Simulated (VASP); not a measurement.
# YGe with PBEsol: from relaxation to properties, part 2 of 6

Wanted: the relaxed cell of YGe and its properties. The start is a computed cell from the Materials Project.

VASP 6.6.1; PBEsol; plane waves and PAW (Y_sv, Ge_d).

Still holding for the runs below: The k-mesh is coarse for a metal.

So far. Step 2 (Relaxing cell and atoms (PBEsol)): It ends with a largest force of 0.008 eV/Å and a pressure of 0.02 GPa.

## 3. Second relaxation

A relaxation keeps the plane waves of the cell it began with, so it is repeated from the new cell, on a basis made for it.

File INCAR:

```
SYSTEM = YGe
PREC = Accurate
ENCUT = 410
EDIFF = 1E-06
NELM = 100
ISMEAR = 0
SIGMA = 0.05
LREAL = .FALSE.
ALGO = Normal
GGA = PS
NBANDS = 31
LASPH = .TRUE.
LORBIT = 11
LWAVE = .FALSE.
LCHARG = .FALSE.
KPAR = 4
IBRION = 2
NSW = 60
ISIF = 3
EDIFFG = -0.01
```

File POSCAR:

```
YGe
1.0
    2.1107708540     -5.2980193910      0.0000000000
    2.1107708540      5.2980193910      0.0000000000
    0.0000000000      0.0000000000      3.9333052795
Y Ge
2 2
Direct
    0.1380232545      0.8619767455      0.2500000000
    0.8619767455      0.1380232545      0.7500000000
    0.4153710894      0.5846289106      0.2500000000
    0.5846289106      0.4153710894      0.7500000000
```

File KPOINTS:

```
Automatic mesh
0
Gamma
6 6 6
0 0 0
```

PAW data sets: Y_sv and Ge_d (PBE family, release 64).

Launch:

```sh
> mpirun -np 4 vasp_std
```

Output:

```text
[banner, memory and clock lines left out]
running    4 mpi-ranks, on    1 nodes
 distrk:  each k-point on    1 cores,    4 groups
 distr:  one band on    1 cores,    1 groups

 POSCAR found type information on POSCAR Y Ge
 POSCAR found :  2 types and       4 ions
 [... a notice as in an earlier step ...]

 LDA part: xc-table for (Slater+PW92), standard interpolation
 POSCAR, INCAR and KPOINTS ok, starting setup
 FFT: planning ... GRIDC
 FFT: planning ... GRID_SOFT
 FFT: planning ... GRID
 WAVECAR not read
 entering main loop
       N       E                     dE             d eps       ncg     rms          rms(c)
DAV:   1     0.394580070288E+03    0.39458E+03   -0.21856E+04  3874   0.300E+03
DAV:   2     0.360283489244E+02   -0.35855E+03   -0.34729E+03  3267   0.695E+02
DAV:   3    -0.231343856385E+02   -0.59163E+02   -0.58195E+02  3953   0.176E+02
DAV:   4    -0.285138178125E+02   -0.53794E+01   -0.53559E+01  5426   0.461E+01
DAV:   5    -0.286671979485E+02   -0.15338E+00   -0.15335E+00  4383   0.761E+00    0.414E+01
DAV:   6    -0.275366826992E+02    0.11305E+01   -0.24407E+00  5104   0.733E+00    0.275E+01
DAV:   7    -0.274319495977E+02    0.10473E+00   -0.21591E+00  5136   0.871E+00    0.459E+00
DAV:   8    -0.273818910517E+02    0.50059E-01   -0.52985E-01  4348   0.508E+00    0.121E+00
DAV:   9    -0.273809559792E+02    0.93507E-03   -0.33356E-02  4748   0.179E+00    0.284E-01
DAV:  10    -0.273808132759E+02    0.14270E-03   -0.19931E-03  4408   0.317E-01    0.816E-02
DAV:  11    -0.273808021201E+02    0.11156E-04   -0.12628E-04  5174   0.106E-01    0.263E-02
DAV:  12    -0.273807994090E+02    0.27110E-05   -0.13305E-05  3766   0.250E-02    0.115E-02
DAV:  13    -0.273807995018E+02   -0.92825E-07   -0.21092E-06  3195   0.121E-02
   1 F= -.27380800E+02 E0= -.27378745E+02  d E =-.273808E+02
 curvature:   0.00 expect dE= 0.000E+00 dE for cont linesearch  0.000E+00
 trial: gam= 0.00000 g(F)=  0.832E-05 g(S)=  0.795E-05 ort = 0.000E+00 (trialstep = 0.100E+01)
 search vector abs. value=  0.163E-04
 reached required accuracy - stopping structural energy minimisation
```

Run time: 24 s. Hardware: 4 MPI ranks of AMD EPYC 9R14 (Zen 4), shared host; peak memory 0.99 GiB.

Parts of OUTCAR (step 3):

```text
  LATTYP: Found a base centered orthorhombic cell.
 ALAT       =     4.2215417080
 B/A-ratio  =     2.5099926792
 C/A-ratio  =     0.9317224729

 Found     52 irreducible k-points:

   ENCUT  =  410.0 eV  30.13 Ry    5.49 a.u.   9.42  9.42  6.49*2*pi/ulx,y,z

   NELECT =      50.0000    total number of electrons

 E-fermi :   5.1896

 k-point     1 :       0.0000    0.0000    0.0000
  band No.  band energies     occupation
    ...
     20      -1.8232      2.00000
     21       2.4126      2.00000
     22       3.3283      2.00000
     23       3.9604      2.00000
     24       4.2085      2.00000
     25       5.5795      0.00000
     26       5.8546      0.00000
     27       6.6461      0.00000
     28       7.8307      0.00000
     29       8.0670      0.00000
    ...

 k-point     2 :       0.1667   -0.0000    0.0000
  band No.  band energies     occupation
    ...
     20      -1.6746      2.00000
     21       1.7090      2.00000
     22       3.5365      2.00000
     23       3.6984      2.00000
     24       3.9782      2.00000
     25       5.5740      0.00000
     26       6.1599      0.00000
     27       6.3063      0.00000
     28       6.7351      0.00000
     29       7.7988      0.00000
    ...

  Total        0.0124304     -0.0220573      0.0042839      0.0000000     -0.0000000      0.0000000
  in kB        0.2263882     -0.4017173      0.0780205      0.0000000     -0.0000000      0.0000000
  external PRESSURE =      -0.0324362 kB  Pullay stress =       0.0000000 kB

  energy-cutoff  :      410.00
  volume of cell :       87.97
      direct lattice vectors                 reciprocal lattice vectors
     2.110770854 -5.298019391  0.000000000     0.236880284 -0.094374891  0.000000000
     2.110770854  5.298019391  0.000000000     0.236880284  0.094374891  0.000000000
     0.000000000  0.000000000  3.933305279     0.000000000  0.000000000  0.254239101

 POSITION                                       TOTAL-FORCE (eV/Angst)
 -----------------------------------------------------------------------------------
      2.11077      3.83552      0.98333         0.000000      0.004496     -0.000000
      2.11077     -3.83552      2.94998         0.000000     -0.004496      0.000000
      2.11077      0.89673      0.98333         0.000000      0.008126      0.000000
      2.11077     -0.89673      2.94998         0.000000     -0.008126      0.000000
 -----------------------------------------------------------------------------------
    total drift:                                0.000000      0.000000     -0.000000

  FREE ENERGIE OF THE ION-ELECTRON SYSTEM (eV)
  ---------------------------------------------------
  free  energy   TOTEN  =       -27.3807995018 eV

  energy  without entropy=      -27.3766905269  energy(sigma->0) =      -27.37874501

 total charge
# of ion       s       p       d       f       tot
--------------------------------------------------
    1        2.182   6.362   1.078   0.028   9.650
    2        2.182   6.362   1.078   0.028   9.650
    3        1.135   1.282  10.009   0.000  12.426
    4        1.135   1.282  10.009   0.000  12.426
--------------------------------------------------
tot          6.634  15.287  22.173   0.056  44.151

[... 5 parts as in an earlier step ...]

[... 7 further parts left out ...]
```

CONTCAR:

```
YGe
   1.00000000000000
     2.1107708540000001   -5.2980193910000004    0.0000000000000000
     2.1107708540000001    5.2980193910000004    0.0000000000000000
     0.0000000000000000    0.0000000000000000    3.9333052794999999
  Y               Ge
     2     2
Direct
     0.1380232544999984    0.8619767455000016    0.2500000000000000
     0.8619767455000016    0.1380232544999984    0.7500000000000000
     0.4153710893999971    0.5846289106000029    0.2500000000000000
     0.5846289106000029    0.4153710893999971    0.7500000000000000
```

Little changed from the start: no atom moved by 0.005 Å and no cell edge by 0.1 %.

Numbers from this step:

```
pressure                        : -0.003244 GPa
SCF cycles over all ionic steps : 13
```

It ends with a largest force of 0.008 eV/Å and a pressure of 0.00 GPa. The volume moved by under 0.01 %: the run met its threshold at the first step.

## 4. Density, ELF and potential (PBEsol)

A single point on the relaxed cell gives a clean self-consistent state, with density, ELF and potential written out.

INCAR, as its differences from that of step 3:

```diff
@@ -14,7 +14,5 @@
 LWAVE = .FALSE.
-LCHARG = .FALSE.
-KPAR = 4
-IBRION = 2
-NSW = 60
-ISIF = 3
-EDIFFG = -0.01
+LCHARG = .TRUE.
+ISIF = 2
+LELF = .TRUE.
+LVHAR = .TRUE.
```

POSCAR is that of step 3.

KPOINTS is that of step 3.

Launch:

```sh
> mpirun -np 4 vasp_std
```

Output:

```text
[banner, memory and clock lines left out]
running    4 mpi-ranks, on    1 nodes
 distrk:  each k-point on    4 cores,    1 groups
 distr:  one band on    1 cores,    4 groups

 POSCAR found type information on POSCAR Y Ge
 POSCAR found :  2 types and       4 ions
 [... a notice as in an earlier step ...]

 LDA part: xc-table for (Slater+PW92), standard interpolation
|                                                                             |
|           W    W    AA    RRRRR   N    N  II  N    N   GGGG   !!!           |
|           W    W   A  A   R    R  NN   N  II  NN   N  G    G  !!!           |
|           W    W  A    A  R    R  N N  N  II  N N  N  G       !!!           |
|           W WW W  AAAAAA  RRRRR   N  N N  II  N  N N  G  GGG   !            |
|           WW  WW  A    A  R   R   N   NN  II  N   NN  G    G                |
|           W    W  A    A  R    R  N    N  II  N    N   GGGG   !!!           |
|                                                                             |
|     The number of bands has been changed from the values supplied in        |
|     The orbitals not found in the WAVECAR file will be initialized with     |
|     random numbers, which is usually adequate. For correlated               |
|     calculations, however, you should redo the groundstate calculation.     |
|     I found NBANDS = 31. Now, NBANDS = 32.                                  |
|                                                                             |

 POSCAR, INCAR and KPOINTS ok, starting setup
 FFT: planning ... GRIDC
 FFT: planning ... GRID_SOFT
 FFT: planning ... GRID
 WAVECAR not read
 entering main loop
       N       E                     dE             d eps       ncg     rms          rms(c)
DAV:   1     0.394265421608E+03    0.39427E+03   -0.21643E+04  3976   0.291E+03
DAV:   2     0.365827694796E+02   -0.35768E+03   -0.34514E+03  3352   0.694E+02
DAV:   3    -0.227630577637E+02   -0.59346E+02   -0.58419E+02  3976   0.171E+02
DAV:   4    -0.285393560980E+02   -0.57763E+01   -0.57469E+01  5656   0.458E+01
DAV:   5    -0.286679357795E+02   -0.12858E+00   -0.12856E+00  4432   0.743E+00    0.413E+01
DAV:   6    -0.275373344696E+02    0.11306E+01   -0.23262E+00  5360   0.706E+00    0.275E+01
DAV:   7    -0.274314109638E+02    0.10592E+00   -0.21095E+00  5368   0.847E+00    0.467E+00
DAV:   8    -0.273821259612E+02    0.49285E-01   -0.50932E-01  4544   0.491E+00    0.129E+00
DAV:   9    -0.273809816326E+02    0.11443E-02   -0.31864E-02  4744   0.168E+00    0.286E-01
DAV:  10    -0.273808123741E+02    0.16926E-03   -0.19589E-03  4608   0.314E-01    0.600E-02
DAV:  11    -0.273808020761E+02    0.10298E-04   -0.12683E-04  5312   0.971E-02    0.260E-02
DAV:  12    -0.273807994421E+02    0.26339E-05   -0.12504E-05  3912   0.234E-02    0.101E-02
DAV:  13    -0.273807995156E+02   -0.73422E-07   -0.22300E-06  3424   0.119E-02
   1 F= -.27380800E+02 E0= -.27378745E+02  d E =-.410893E-02
```

The job ended after 25 s (4 MPI ranks; peak memory 0.61 GiB; 96 s of CPU time).

From OUTCAR (step 4):

```text
 Found     52 irreducible k-points:

   k-points           NKPTS =     52   k-points in BZ     NKDIM =     52   number of bands    NBANDS=     32

   NELECT =      50.0000    total number of electrons

 E-fermi :   5.1897

 k-point     1 :       0.0000    0.0000    0.0000
  band No.  band energies     occupation
    ...
     20      -1.8233      2.00000
     21       2.4126      2.00000
     22       3.3283      2.00000
     23       3.9604      2.00000
     24       4.2085      2.00000
     25       5.5795      0.00000
     26       5.8546      0.00000
     27       6.6461      0.00000
     28       7.8308      0.00000
     29       8.0670      0.00000
    ...

 k-point     2 :       0.1667   -0.0000    0.0000
  band No.  band energies     occupation
    ...
     20      -1.6746      2.00000
     21       1.7090      2.00000
     22       3.5365      2.00000
     23       3.6984      2.00000
     24       3.9782      2.00000
     25       5.5740      0.00000
     26       6.1599      0.00000
     27       6.3063      0.00000
     28       6.7351      0.00000
     29       7.7989      0.00000
    ...

  Total        0.0121173     -0.0222480      0.0040318      0.0000000      0.0000000      0.0000000
  in kB        0.2206849     -0.4051909      0.0734290      0.0000000      0.0000000      0.0000000
  external PRESSURE =      -0.0370256 kB  Pullay stress =       0.0000000 kB

 POSITION                                       TOTAL-FORCE (eV/Angst)
 -----------------------------------------------------------------------------------
      2.11077      3.83552      0.98333         0.000000      0.004489     -0.000000
      2.11077     -3.83552      2.94998         0.000000     -0.004489     -0.000000
      2.11077      0.89673      0.98333         0.000000      0.008074      0.000000
      2.11077     -0.89673      2.94998         0.000000     -0.008074      0.000000
 -----------------------------------------------------------------------------------
    total drift:                                0.000000      0.000000     -0.000000

  FREE ENERGIE OF THE ION-ELECTRON SYSTEM (eV)
  ---------------------------------------------------
  free  energy   TOTEN  =       -27.3807995156 eV

  energy  without entropy=      -27.3766905835  energy(sigma->0) =      -27.37874505

[... 12 parts as in an earlier step ...]

[... 2 further parts left out ...]
```

Numbers from this step:

| Property | Result |
| --- | --- |
| SCF cycles | 13 |
| bands | 32 |
| pressure | -0.003703 GPa |

Valence electrons inside each PAW sphere by angular momentum. Sphere charges, by row:

| atom | s (e) | p (e) | d (e) | f (e) | tot (e) |
| --- | --- | --- | --- | --- | --- |
| Y1 | 2.182 | 6.362 | 1.078 | 0.028 | 9.65 |
| Y2 | 2.182 | 6.362 | 1.078 | 0.028 | 9.65 |
| Ge3 | 1.135 | 1.282 | 10.01 | 0 | 12.43 |
| Ge4 | 1.135 | 1.282 | 10.01 | 0 | 12.43 |

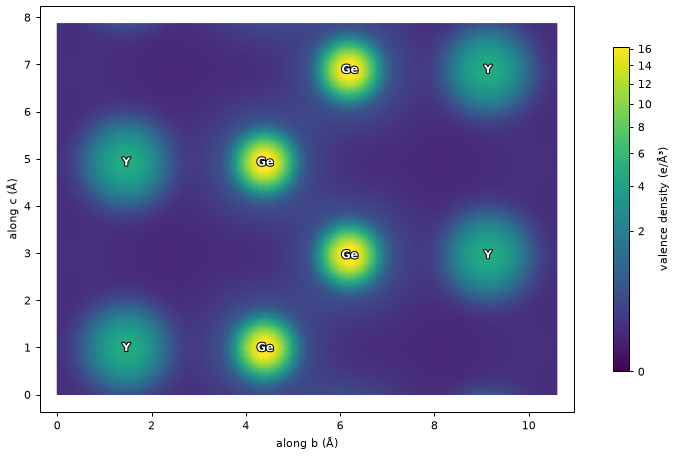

Valence density in the bc plane of the conventional cell at fractional x = 0.000, with atoms of Y and Ge within 0.2 Å of it. It is the smooth field of the valence electrons, not physical close to the nuclei. The colour scale is stretched toward low values.

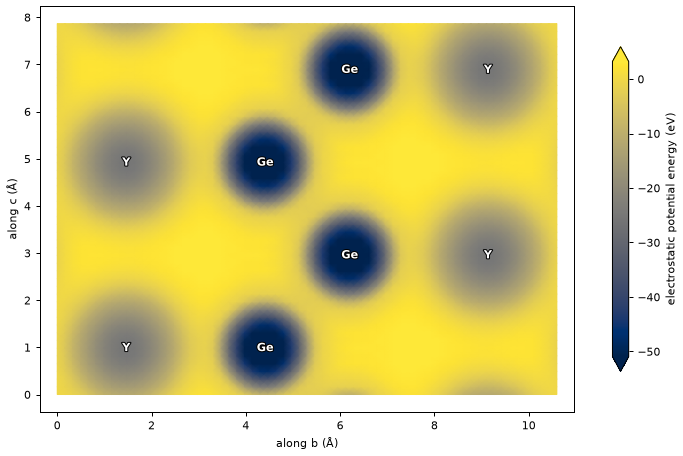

Electrostatic potential energy in the bc plane of the conventional cell at fractional x = 0.000, with atoms of Y and Ge within 0.2 Å of it. With pseudopotentials it is smooth inside the atoms' cores, unlike the true potential.

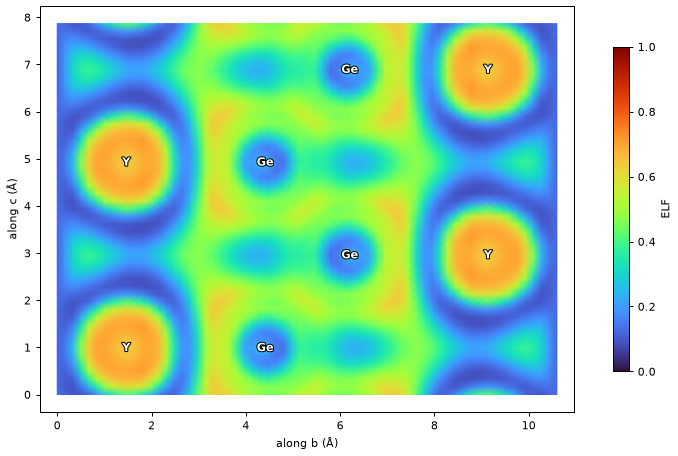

ELF in the bc plane of the conventional cell at fractional x = 0.000, with atoms of Y and Ge within 0.2 Å of it. It is the smooth field of the valence electrons, not physical close to the nuclei.

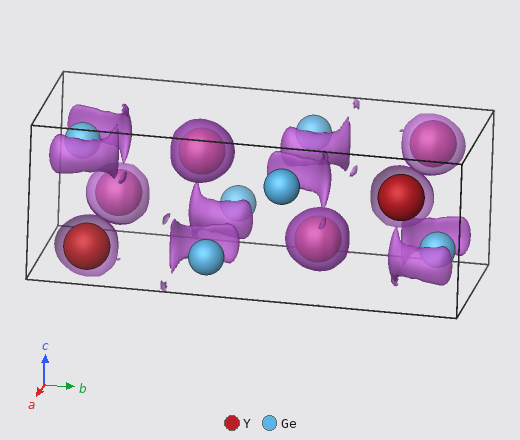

Surface of ELF = 0.63.

In this run the pressure is 0.00 GPa, small enough to go on.

(Continued in part 3 of 6.)

[Lines on the potential files, build, host, timing and source positions are cut from VASP's logs without a mark.]

[Logs are printed without paths, hosts, clocks, repeated set-up lines and the standing remarks that a program may print on its own settings, such as how far it seeks lower states.]

[Hosts, paths, dates, database ids (printed as entryN), source tags and the programs' standing remarks are cut or masked in the printed files.]

[A measured line is paired with the nearest computed mode of its activity, which favours agreement.]
